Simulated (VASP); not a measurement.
## GW on SnSe2

How does the gap of SnSe2 change from the starting functional to GW? The cell is of the CdI2 type, one of the forms listed for this formula. The start is a cell from a database of measured crystal structures.

Main program and level: VASP 6.6.1; LDA; plane waves and PAW (Sn_d, Se), in the first sound run; inputs show where later runs differ.

## Step 1: The structure

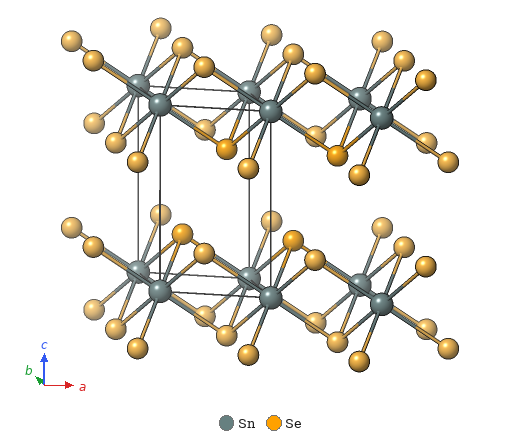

Start, viewed slightly off an axis; tin teal, selenium orange. 2×1×1 cells are drawn. Some periodic images of atoms are drawn too.

As a file:

```cif
data_structure
_symmetry_space_group_name_H-M 'P-3m1'
_symmetry_Int_Tables_number 164
_cell_length_a 3.8110
_cell_length_b 3.8110
_cell_length_c 6.1360
_cell_angle_alpha 90.000
_cell_angle_beta 90.000
_cell_angle_gamma 120.000
_cell_volume 77.18
loop_
_atom_site_label
_atom_site_type_symbol
_atom_site_symmetry_multiplicity
_atom_site_Wyckoff_symbol
_atom_site_fract_x
_atom_site_fract_y
_atom_site_fract_z
_atom_site_occupancy
Sn1 Sn 1 a 0.00000 0.00000 0.00000 1
Se1 Se 2 d 0.66667 0.33333 0.75100 1
```

## Step 2: Relaxation

The atoms are relaxed first inside the given cell, which is kept (ISIF = 2), since band edges depend on the positions.

Input file INCAR:

```
SYSTEM = SnSe2
PREC = Accurate
ENCUT = 400
EDIFF = 1E-06
NELM = 100
ISMEAR = 0
SIGMA = 0.05
LREAL = .FALSE.
ALGO = Normal
GGA = CA
NBANDS = 19
LWAVE = .FALSE.
LCHARG = .FALSE.
KPAR = 8
IBRION = 2
NSW = 60
ISIF = 2
EDIFFG = -0.01
```

Input file POSCAR:

```
SnSe2
1.0
    3.8110000000      0.0000000000      0.0000000000
   -1.9055000000      3.3004228138      0.0000000000
    0.0000000000      0.0000000000      6.1360000000
Sn Se
1 2
Direct
    0.0000000000      0.0000000000      0.0000000000
    0.6666666667      0.3333333333      0.7510000000
    0.3333333333      0.6666666667      0.2490000000
```

Input file KPOINTS:

```
Automatic mesh
0
Gamma
6 6 4
0 0 0
```

Potentials, in the order of the species: Sn_d and Se (PBE family, release 64).

Command:

```console
> mpirun -np 8 vasp_std
```

What it wrote:

```text
[banner, memory and clock lines left out]
running    8 mpi-ranks, on    1 nodes
 distrk:  each k-point on    1 cores,    8 groups
 distr:  one band on    1 cores,    1 groups

 POSCAR found type information on POSCAR SnSe
 POSCAR found :  2 types and       3 ions
|                                                                             |
|           W    W    AA    RRRRR   N    N  II  N    N   GGGG   !!!           |
|           W    W   A  A   R    R  NN   N  II  NN   N  G    G  !!!           |
|           W    W  A    A  R    R  N N  N  II  N N  N  G       !!!           |
|           W WW W  AAAAAA  RRRRR   N  N N  II  N  N N  G  GGG   !            |
|           WW  WW  A    A  R   R   N   NN  II  N   NN  G    G                |
|           W    W  A    A  R    R  N    N  II  N    N   GGGG   !!!           |
|                                                                             |
|     For optimal performance we recommend to set                             |
|       NCORE = 2 up to number-of-cores-per-socket                            |
|     NCORE specifies how many cores store one orbital (NPAR=cpu/NCORE).      |
|     This setting can greatly improve the performance of VASP for DFT.       |
|     The default, NCORE=1 might be grossly inefficient on modern             |
|     multi-core architectures or massively parallel machines. Do your        |
|     Unfortunately you need to use the default for GW and RPA                |
|     calculations (for HF NCORE is supported but not extensively tested      |
|     yet).                                                                   |
|                                                                             |

|                                                                             |
|               ----> ADVICE to this user running VASP <----                  |
|                                                                             |
|     You enforced a specific xc type in the INCAR file but a different       |
|     [... a line on the potential file left out ...]
|     I HOPE YOU KNOW WHAT YOU ARE DOING!                                     |
|                                                                             |

 LDA part: xc-table for (Slater(with rela. corr.)+CA(PZ))
 , standard interpolation
 POSCAR, INCAR and KPOINTS ok, starting setup
 FFT: planning ... GRIDC
 FFT: planning ... GRID_SOFT
 FFT: planning ... GRID
 WAVECAR not read
 entering main loop
       N       E                     dE             d eps       ncg     rms          rms(c)
DAV:   1     0.180973941735E+03    0.18097E+03   -0.10837E+04   940   0.129E+03
DAV:   2     0.579737016211E+01   -0.17518E+03   -0.17020E+03  1010   0.337E+02
DAV:   3    -0.134865960801E+02   -0.19284E+02   -0.18793E+02  1114   0.107E+02
DAV:   4    -0.141310442708E+02   -0.64445E+00   -0.64304E+00  1080   0.210E+01
DAV:   5    -0.141461519817E+02   -0.15108E-01   -0.15107E-01  1275   0.330E+00    0.503E+00
DAV:   6    -0.138462895184E+02    0.29986E+00   -0.57025E-01  1360   0.911E+00    0.316E+00
DAV:   7    -0.138099340059E+02    0.36356E-01   -0.16915E-01  1141   0.302E+00    0.900E-01
DAV:   8    -0.138065839631E+02    0.33500E-02   -0.12117E-02  1193   0.112E+00    0.284E-01
DAV:   9    -0.138063344130E+02    0.24955E-03   -0.11419E-03  1002   0.254E-01    0.778E-02
DAV:  10    -0.138063287261E+02    0.56869E-05   -0.10043E-04  1257   0.608E-02    0.281E-02
DAV:  11    -0.138063320444E+02   -0.33182E-05   -0.10724E-05  1019   0.231E-02    0.412E-03
DAV:  12    -0.138063317453E+02    0.29908E-06   -0.90908E-07   597   0.876E-03
   1 F= -.13806332E+02 E0= -.13806332E+02  d E =-.138063E+02
 curvature:   0.00 expect dE= 0.000E+00 dE for cont linesearch  0.000E+00
 trial: gam= 0.00000 g(F)=  0.262E-01 g(S)=  0.000E+00 ort = 0.000E+00 (trialstep = 0.100E+01)
 search vector abs. value=  0.262E-01
 bond charge predicted
       N       E                     dE             d eps       ncg     rms          rms(c)
DAV:   1    -0.138220240332E+02   -0.15692E-01   -0.10781E+00   924   0.443E+00    0.270E-01
DAV:   2    -0.138263393749E+02   -0.43153E-02   -0.51079E-02  1071   0.113E+00    0.104E-01
DAV:   3    -0.138262277561E+02    0.11162E-03   -0.51172E-04  1116   0.160E-01    0.698E-02
DAV:   4    -0.138261824492E+02    0.45307E-04   -0.12061E-04  1026   0.630E-02    0.268E-02
DAV:   5    -0.138261781670E+02    0.42822E-05   -0.23176E-05  1015   0.271E-02    0.870E-03
DAV:   6    -0.138261779892E+02    0.17778E-06   -0.11135E-06   606   0.894E-03
   2 F= -.13826178E+02 E0= -.13826178E+02  d E =-.198462E-01
 trial-energy change:   -0.019846  1 .order   -0.019850   -0.026185   -0.013515
 step:   2.0667(harm=  2.0667)  dis= 0.05194  next Energy=   -13.833390 (dE=-0.271E-01)
 bond charge predicted
       N       E                     dE             d eps       ncg     rms          rms(c)
DAV:   1    -0.138289012386E+02   -0.27231E-02   -0.12237E+00   918   0.471E+00    0.287E-01
DAV:   2    -0.138337894803E+02   -0.48882E-02   -0.57744E-02  1079   0.119E+00    0.107E-01
DAV:   3    -0.138336646443E+02    0.12484E-03   -0.57435E-04  1108   0.168E-01    0.715E-02
DAV:   4    -0.138336162652E+02    0.48379E-04   -0.13124E-04  1029   0.643E-02    0.281E-02
DAV:   5    -0.138336112332E+02    0.50321E-05   -0.25008E-05   999   0.277E-02    0.898E-03
DAV:   6    -0.138336110543E+02    0.17891E-06   -0.12646E-06   633   0.942E-03
   3 F= -.13833611E+02 E0= -.13833611E+02  d E =-.272793E-01
 curvature:  -1.03 expect dE=-0.892E-05 dE for cont linesearch -0.892E-05
 trial: gam=-0.01782 g(F)=  0.863E-05 g(S)=  0.000E+00 ort = 0.475E-03 (trialstep = 0.121E+01)
 search vector abs. value=  0.294E-08
 reached required accuracy - stopping structural energy minimisation
```

Elapsed: 8.2 s, on 8 MPI ranks of Intel Xeon 6975P-C (Granite Rapids), shared host; peak memory 1.4 GiB.

Lines that name or quote the potential files are left out of all logs, and their timing lines are given in words.

OUTCAR, selected parts (step 2):

```text
ion  position               nearest neighbor table
   1  0.000  0.000  0.000-   2 2.68   3 2.68   3 2.68   2 2.68   2 2.68   3 2.68
   2  0.667  0.333  0.751-   1 2.68   1 2.68   1 2.68
   3  0.333  0.667  0.249-   1 2.68   1 2.68   1 2.68

  LATTYP: Found a hexagonal cell.
 ALAT       =     3.8110000000
 C/A-ratio  =     1.6100760955

 Subroutine GETGRP returns: Found 12 space group operations
 (whereof 12 operations were pure point group operations)

The static configuration has the point symmetry D_3d.

 Found     24 irreducible k-points:

   k-points           NKPTS =     24   k-points in BZ     NKDIM =     24   number of bands    NBANDS=     19

   dimension x,y,z NGX =    28 NGY =   28 NGZ =   40
   dimension x,y,z NGXF=    56 NGYF=   56 NGZF=   80

   ENCUT  =  400.0 eV  29.40 Ry    5.42 a.u.   6.21  6.21 10.01*2*pi/ulx,y,z

   NELECT =      26.0000    total number of electrons

 k-points in reciprocal lattice and weights: Automatic mesh
   0.00000000  0.00000000  0.00000000       0.007
   0.16666667 -0.00000000  0.00000000       0.042
   0.33333333  0.00000000  0.00000000       0.042
   0.50000000  0.00000000  0.00000000       0.021
   0.16666667  0.16666667  0.00000000       0.042
   0.33333333  0.16666667  0.00000000       0.083
   0.33333333  0.33333333  0.00000000       0.014
   0.00000000  0.00000000  0.25000000       0.014
   0.16666667 -0.00000000  0.25000000       0.042
[...]
0.33333333  0.16666667  0.50000000       0.083
   0.33333333  0.33333333  0.50000000       0.014

 average (electrostatic) potential at core
       1-102.4245       2 -53.2579       3 -53.2579

 E-fermi :   4.1921

 k-point     1 :       0.0000    0.0000    0.0000
  band No.  band energies     occupation
    ...
      9       3.3497      2.00000
     10       3.3497      2.00000
     11       3.6126      2.00000
     12       3.6126      2.00000
     13       3.8481      2.00000
     14       4.7504      0.00000
     15       6.8619      0.00000
     16       8.4912      0.00000
     17       8.4912      0.00000
     18      11.9723      0.00000
    ...

 k-point     2 :       0.1667   -0.0000    0.0000
  band No.  band energies     occupation
    ...
      9       1.2886      2.00000
     10       2.3569      2.00000
     11       2.5305      2.00000
     12       3.8775      2.00000
     13       3.8867      2.00000
     14       6.0707      0.00000
     15       7.4964      0.00000
     16       8.5796      0.00000
     17       8.8927      0.00000
     18      11.0361      0.00000
    ...

 k-point     3 :       0.3333    0.0000    0.0000
  band No.  band energies     occupation
    ...
      9      -0.1274      2.00000
     10       0.9761      2.00000
     11       1.7017      2.00000
     12       3.2586      2.00000
     13       3.7743      2.00000
     14       5.3568      0.00000
     15       7.6803      0.00000
     16       9.1341      0.00000
     17       9.4652      0.00000
     18      10.2638      0.00000
    ...

  Total       -0.3431163     -0.3431163     -0.4846363     -0.0000000      0.0000000      0.0000000
  in kB       -7.1229198     -7.1229198    -10.0608029     -0.0000000      0.0000000      0.0000000
  external PRESSURE =      -8.1022142 kB  Pullay stress =       0.0000000 kB

  energy-cutoff  :      400.00
  volume of cell :       77.18
      direct lattice vectors                 reciprocal lattice vectors
     3.811000000  0.000000000  0.000000000     0.262398321  0.151495741  0.000000000
    -1.905500000  3.300422814  0.000000000     0.000000000  0.302991482  0.000000000
     0.000000000  0.000000000  6.136000000     0.000000000  0.000000000  0.162972621

 POSITION                                       TOTAL-FORCE (eV/Angst)
 -----------------------------------------------------------------------------------
      0.00000      0.00000      0.00000         0.000000      0.000000      0.000000
      1.90550      1.10014      4.55620         0.000000      0.000000     -0.009456
     -0.00000      2.20028      1.57980        -0.000000     -0.000000      0.009456
 -----------------------------------------------------------------------------------
    total drift:                               -0.000000     -0.000000     -0.000000

  FREE ENERGIE OF THE ION-ELECTRON SYSTEM (eV)
  ---------------------------------------------------
  free  energy   TOTEN  =       -13.8336110543 eV

  energy  without entropy=      -13.8336110543  energy(sigma->0) =      -13.83361105

 reached required accuracy - stopping structural energy minimisation

[... 3 further parts left out ...]
```

The PAW data sets were made with PBE, though LDA sets exist; this is a small mismatch. The run keeps the 12 symmetry operations of its start, so it cannot find a distortion of lower symmetry.

Step by step:

```
step  energy less that of the first step (eV)  largest force (eV/Å)
   1                                   0.0000                0.5210
   2                                  -0.0198                0.2689
   3                                  -0.0273                0.0095
```

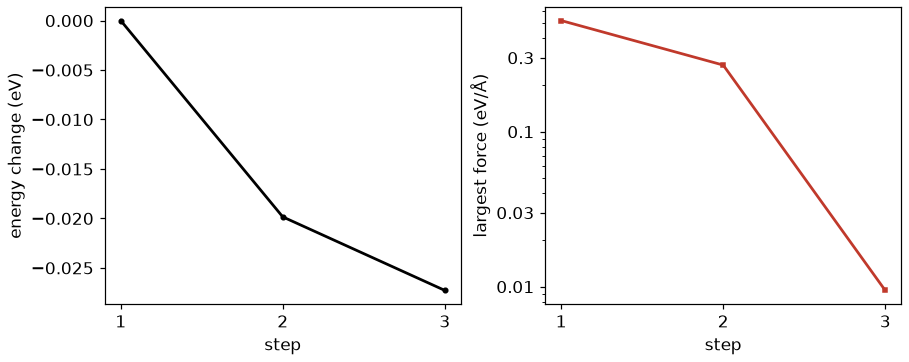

Energy and largest force along the relaxation.

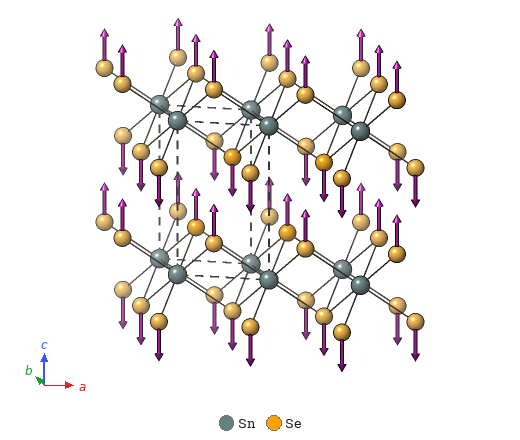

Displacements in the relaxation, exaggerated; the longest in the cell stands for 0.05 Å. 2×1×1 cells are drawn. Some periodic images of atoms are drawn too.

The atoms that moved most (Å):

```
atom     dx     dy      dz  length
 Se2  0.000  0.000  -0.052   0.052
 Se3  0.000  0.000   0.052   0.052
```

Final coordinates:

```cif
data_structure
_symmetry_space_group_name_H-M 'P 1'
_symmetry_Int_Tables_number 1
_cell_length_a 3.8110
_cell_length_b 3.8110
_cell_length_c 6.1360
_cell_angle_alpha 90.000
_cell_angle_beta 90.000
_cell_angle_gamma 120.000
_cell_volume 77.18
loop_
_atom_site_label
_atom_site_type_symbol
_atom_site_fract_x
_atom_site_fract_y
_atom_site_fract_z
_atom_site_occupancy
Sn1 Sn 0.00000 0.00000 0.00000 1
Se2 Se 0.66667 0.33333 0.74254 1
Se3 Se 0.33333 0.66667 0.25746 1
```

This step gave:

```
free energy (TOTEN) : -13.83 eV
Fermi energy        : 4.192 eV
pressure            : -0.8102 GPa
```

At LDA, with these data sets, the largest force is down to 0.0095 eV/Å.

(Continued in part 2 of 4.)

[Lines on the potential files, build, host, timing and source positions are cut from VASP's logs without a mark.]

[Logs are printed without paths, hosts, clocks, repeated set-up lines and the standing remarks that a program may print on its own settings, such as how far it seeks lower states.]

[Hosts, paths, dates, database ids (printed as entryN), source tags and the programs' standing remarks are cut or masked in the printed files.]

[Pressures printed for these runs are not shown converged in the cutoff: they can be off by several GPa and have the wrong sign.]
